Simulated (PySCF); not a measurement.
SMILES Cc1ccc(C(C)C)s1, singlet at its GFN2-xTB optimised geometry (Å):

```
21

C     -1.6303    -2.8488    -0.0011
C     -0.6970    -1.6909     0.0000
C      0.6597    -1.6909     0.0000
C      1.2207    -0.3911     0.0000
C      0.2918     0.5985     0.0000
C      0.5026     2.0781     0.0006
C     -0.1014     2.7061     1.2585
C     -0.1023     2.7073    -1.2562
S     -1.3138    -0.0673     0.0002
H     -2.2805    -2.8214     0.8734
H     -2.2641    -2.8326    -0.8879
H     -1.0666    -3.7790     0.0098
H      1.2499    -2.5906     0.0003
H      2.2805    -0.2048     0.0002
H      1.5846     2.2556     0.0004
H     -1.1765     2.5399     1.2789
H      0.3342     2.2633     2.1518
H      0.0861     3.7773     1.2744
H      0.0822     3.7790    -1.2693
H      0.3350     2.2679    -2.1502
H     -1.1769     2.5382    -1.2777
```

Level of theory: CAM-B3LYP/def2-SVP (PySCF). Cells within 0.4 Å of a nucleus heavier than hydrogen are left out (blank, or x).

Map of the log10 of the electron density (e/bohr³), floored at −4 on the plane z = 0.0 Å:

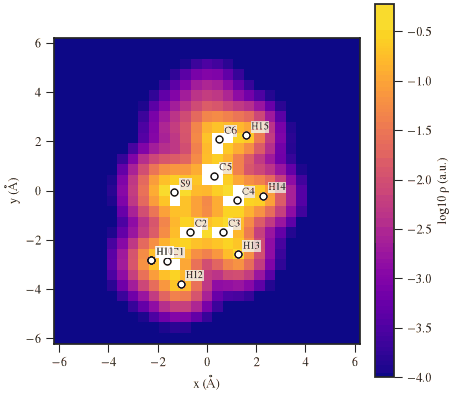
Fig. 1. Log10 of the electron density (e/bohr³), floored at −4 on the plane z = 0.0 Å.
